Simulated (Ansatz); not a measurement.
## Electronic structure of Cl2GeH2O in real space

| atom | x (Å) | y (Å) | z (Å) |
| --- | --- | --- | --- |
| Ge | 0.2818 | -0.0384 | -0.0211 |
| Cl | 0.4282 | 0.0713 | 2.1176 |
| H | 1.6485 | 0.0132 | -0.6593 |
| O | -0.6645 | 1.2938 | -0.6035 |
| H | -1.5553 | 1.3855 | -0.2980 |
| Cl | -0.7184 | -1.8790 | -0.4899 |

These are results of RHF/def2-SVP (Ansatz), not measurements.

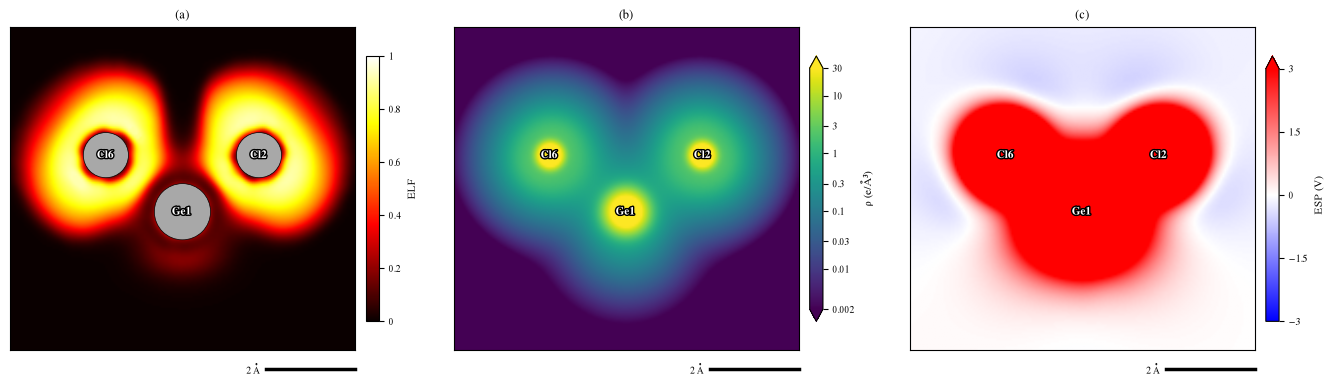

Figure 1. (a) electron localisation function; (b) total electron density; (c) electrostatic potential on the plane of atoms Cl2, Ge1 and Cl6. Grey discs cover the atomic cores in the ELF map.

Q: Interpret the plot.

A:
- Atoms in the plane: Ge and Cl.
- Ge–Cl (2.15 Å): the density is about 0.75 e/Å³ at the midpoint, with its minimum of 0.67 e/Å³ about 0.9 Å from Ge; the ELF peaks at about 0.85 in the valence shell of Cl, 0.9 Å from its nucleus, and is about 0.70 at the midpoint.
- The ELF also peaks beside Cl6 and Cl2, away from the bonds: lone-pair regions.
- Outside the dense part of the molecule the potential is most negative (−0.5 V) near Cl2 and Cl6.

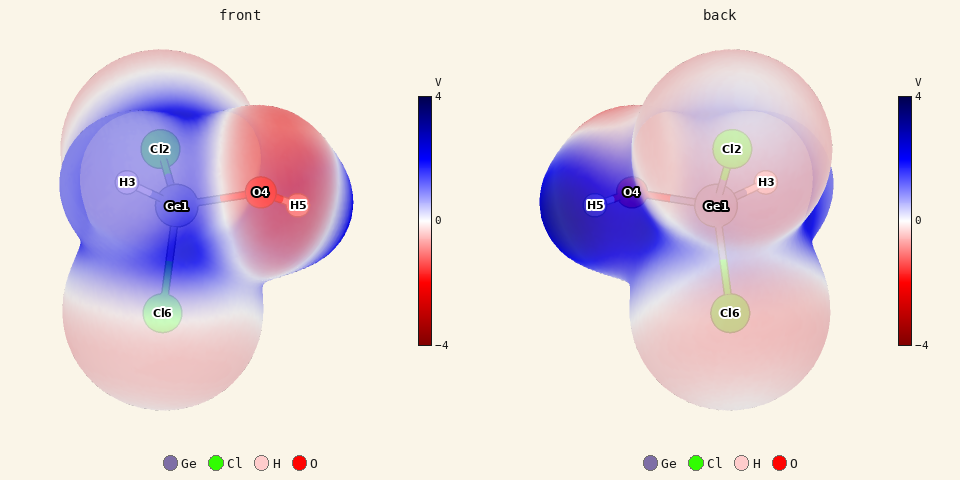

Figure 2. The electrostatic potential painted on the density surface at 0.002 e/bohr³, seen from the front and from behind; red is negative and blue positive.

Q: Where is the surface potential most negative and most positive?

A: The most negative region (about −1.3 V, or −30 kcal/mol for a unit charge) lies over O4, the most positive (about +3.0 V, or +69 kcal/mol for a unit charge) over H5. O4 is the likeliest acceptor of a hydrogen bond.

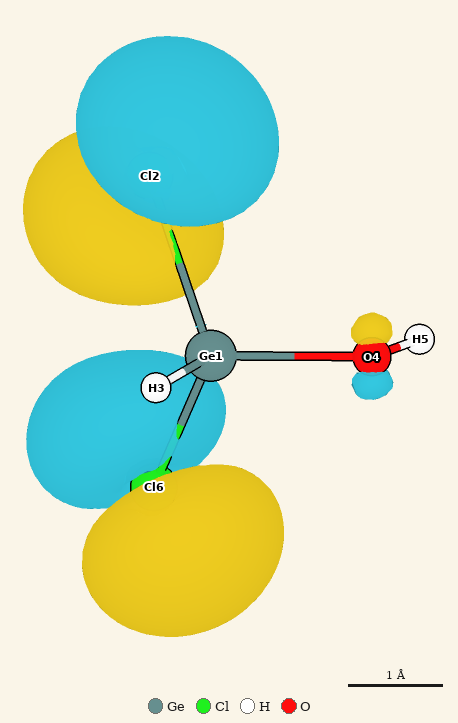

Figure 3. The HOMO at ±0.1 Å⁻³ᐟ² (yellow and cyan are the two phases), seen at a tilt.

Q: What is the character of this orbital?

A: By Hirshfeld shares it lies mainly on Cl2 (about 45 %) and Cl6 (about 45 %); largely a combination of lone pairs on Cl2 and Cl6. Its energy is −12.49 eV.
